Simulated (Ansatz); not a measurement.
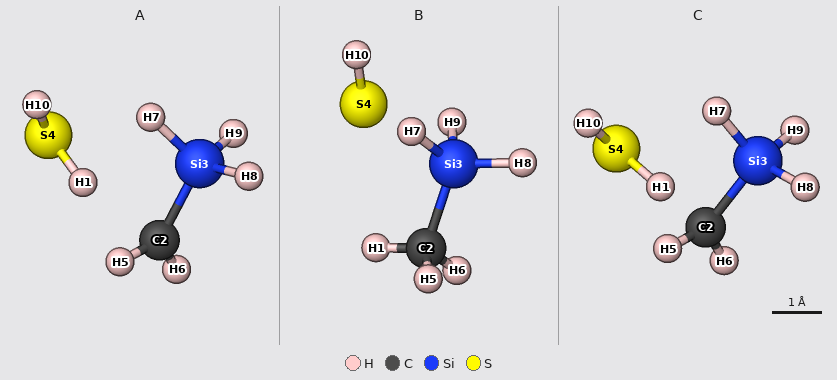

Three geometries of CH7SSi (multiplicity 2): a saddle point and the two minima that it joins, in shuffled order. The picture is a ball-and-stick view, seen at a tilt. Sticks join atoms that are closer than about 1.2 times the sum of their covalent radii (a little more with hydrogen).

Stationary points at PBE0-D4/def2-TZVP, single-point energies with CCSD(T)/CBS, B2PLYP, PBE-D4, CCSD(T), BHLYP-D4, BLYP-D4 (def2-TZVPP where no basis is named; Ansatz 0.2.0). The energies are electronic, without zero-point or thermal terms, and both ends are the minima reached downhill from the saddle, with any fragments still in contact. CCSD(T)/CBS stands for a frozen-core estimate: MP2 correlation extrapolated from def2-TZVPP and def2-QZVPP, CCSD(T) minus MP2 from the smaller set.

Which frame is the transition state, what reaction does it lead through, and what barrier is to be expected?

Frame C is the saddle point. Counted by bonded pieces, B holds CH₆Si + SH and A holds CH₅Si + H₂S. From B over the saddle to A, a bond forms: H1–S4 (3.40 → 1.45 → 1.35 Å). A bond breaks: H1–C2 (1.09 → 1.58 → 2.43 Å). The saddle has one imaginary mode, 554i cm⁻¹. With CCSD(T)/CBS the barrier is 16.6 kcal/mol from B and 5.0 kcal/mol from A, and A lies 11.6 kcal/mol above B. By Pauling bond orders of the changing bonds the saddle lies closer to A, the higher end, as Hammond's postulate suggests.

```csv
level,barrier from B (kcal/mol),barrier from A (kcal/mol),A less B (kcal/mol)
CCSD(T)/CBS,16.6,5.0,11.6
B2PLYP,16.6,4.2,12.4
PBE-D4,13.5,−0.4,14.0
CCSD(T),17.1,5.2,11.9
BHLYP-D4,17.6,5.5,12.1
BLYP-D4,14.1,0.6,13.5
```

Against CCSD(T)/CBS, B2PLYP comes closest on the barrier from B (+0.0 kcal/mol) and PBE-D4 misses most (−3.0 kcal/mol).
